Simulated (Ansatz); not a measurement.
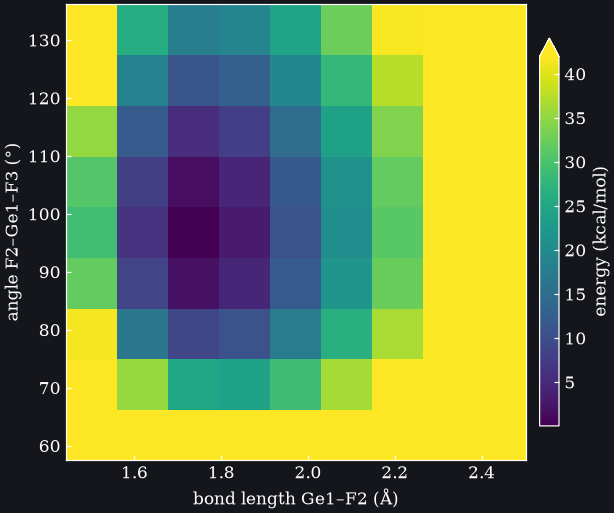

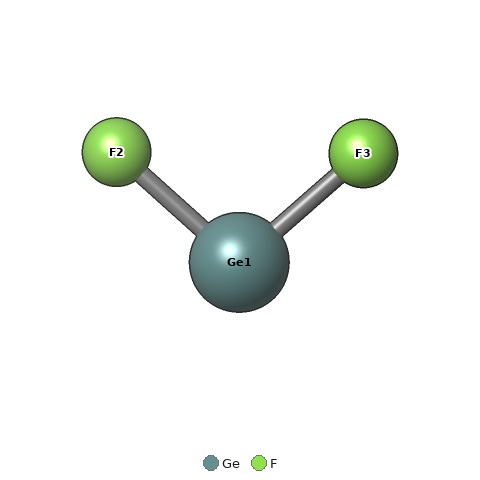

Energy landscape of GeF2. Coordinates scanned: (1) bond length Ge1–F2; (2) angle F2–Ge1–F3. Nothing is relaxed (all other coordinates rigid). The grid has 9 × 9 points. Energies: kcal/mol, counted from the relaxed molecule at the same level. The calculation used Ansatz, RKS wB97X-V/def2-TZVP.

The picture shows one coloured cell a grid point, one colour for all values above the top of the scale. The second picture is the structure at the lowest point.

> What does the map say about the system?

The lowest grid point is at bond length Ge1–F2 = 1.736 Å, angle F2–Ge1–F3 = 96.9°, 0.024 kcal/mol from the relaxed molecule at the same level. No other kind of well shows on this grid. The highest grid point, bond length Ge1–F2 = 1.501 Å, angle F2–Ge1–F3 = 61.9°, lies 109.2 kcal/mol above the lowest. Round the minimum the two coordinates are nearly uncoupled.

Grid values (kcal/mol):

```tsv
angle F2–Ge1–F3 ↓, bond length Ge1–F2 →	1.501	1.618	1.736	1.854	1.972	2.090	2.207	2.325	2.443
131.9	50.5	26.0	18.0	18.9	24.6	32.6	41.5	50.9	60.0
123.2	42.1	18.3	11.1	12.8	19.2	27.9	37.4	47.3	56.9
114.4	35.2	12.0	5.4	7.7	14.7	24.0	34.0	44.3	54.3
105.7	30.7	7.8	1.5	4.3	11.7	21.4	31.8	42.4	52.7
96.9	29.1	6.2	0.0	3.0	10.6	20.5	31.1	41.9	52.3
88.2	31.8	8.4	1.9	4.6	12.1	21.8	32.4	43.1	53.5
79.4	41.4	16.7	9.0	10.7	17.3	26.4	36.4	46.7	56.8
70.7	62.8	35.3	24.9	24.3	28.9	36.2	44.8	53.9	63.0
61.9	109.3	76.0	59.8	53.7	53.4	56.5	61.6	67.8	74.6
```

Each point was launched as `ansatz run input.yaml --threads 1 --pin off --max-ram 2560MiB --backend cpu --events-out ev --progress --plain --runs-dir out`. Time for the 81 points that were run: 9.1 min on 1 thread of Arm Neoverse V2, on a shared host.
